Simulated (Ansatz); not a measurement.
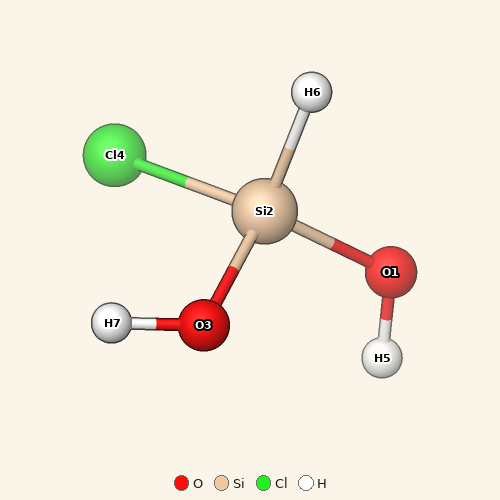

The system is ClH₃O₂Si, SMILES O[SiH](O)Cl; the picture shows the reference structure. 
- First axis: dihedral H5–O1–Si2–O3. Second axis: dihedral O1–Si2–O3–H7.
- Nothing is relaxed (all other coordinates rigid).
- The grid has 10 × 10 points.
- Energies are in cm⁻¹, from the lowest grid point.
- Method: RKS r2SCAN0-D4/def2-SVP (Ansatz 0.2.0).

Its coordinates:

```xyz
7

O    -0.0217    1.4794   -0.5639
Si    0.1098    0.1317    0.3453
O     0.7100   -1.0819   -0.5812
Cl   -1.7296   -0.4964    1.0527
H    -0.4222    1.4060   -1.4306
H     0.9430    0.4776    1.5019
H     0.4720   -1.9842   -0.3700
```

Range: dihedral H5–O1–Si2–O3 from −180 to 144°; dihedral O1–Si2–O3–H7 from −180 to 144°.

**What landscape does the calculation give?**

The lowest grid point is at dihedral H5–O1–Si2–O3 = 36°, dihedral O1–Si2–O3–H7 = −144°. There are further wells near dihedral H5–O1–Si2–O3 = 72°, dihedral O1–Si2–O3–H7 = 36° (525 cm⁻¹ above the lowest at that grid point); dihedral H5–O1–Si2–O3 = −180°, dihedral O1–Si2–O3–H7 = −72° (555 cm⁻¹ above the lowest at that grid point). The highest grid point, dihedral H5–O1–Si2–O3 = −36°, dihedral O1–Si2–O3–H7 = 36°, lies 2141 cm⁻¹ above the lowest. On the interpolated surface the easiest way out of the lowest well to the well at about dihedral H5–O1–Si2–O3 = 70°, dihedral O1–Si2–O3–H7 = 50° passes a barrier of about 600 cm⁻¹, counted from the interpolated bottom of the well. Round the minimum the valley is somewhat tilted: raising dihedral H5–O1–Si2–O3 shifts the best value of dihedral O1–Si2–O3–H7 downwards (coupling k₁₂/√(k₁₁k₂₂) about 0.2).

```tsv
dihedral O1–Si2–O3–H7 ↓, dihedral H5–O1–Si2–O3 →	−180	−144	−108	−72	−36	0	36	72	108	144
144	1110	1346	1520	1498	1240	791	449	425	650	904
108	1085	1412	1799	1918	1630	1048	627	614	821	964
72	909	1157	1680	2066	1949	1281	651	559	800	922
36	763	907	1401	1954	2141	1627	832	525	682	811
0	678	815	1181	1647	1986	1826	1155	672	621	680
−36	616	797	1092	1349	1518	1480	1143	799	674	624
−72	555	697	1006	1185	1131	911	712	666	725	666
−108	562	568	855	1068	931	502	228	360	684	756
−144	712	631	801	990	868	379	0	119	564	825
−180	937	964	1046	1101	948	512	130	146	504	842
```

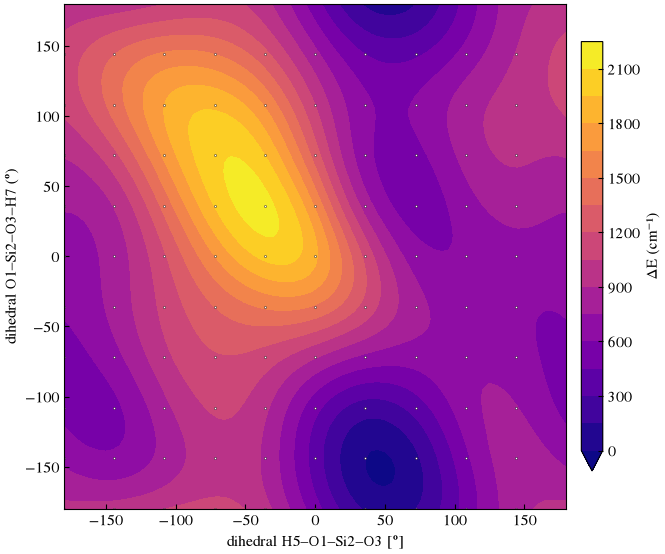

In the figure: filled contours, dots at the grid points. Between grid points the surface is interpolated.

Each point was launched as `ansatz run input.yaml --threads 1 --pin off --max-ram 2560MiB --backend cpu --events-out ev --progress --plain --runs-dir out`. Time for the 100 points that were run: 10 min on 1 thread of Arm Neoverse V2, with other jobs on the host.
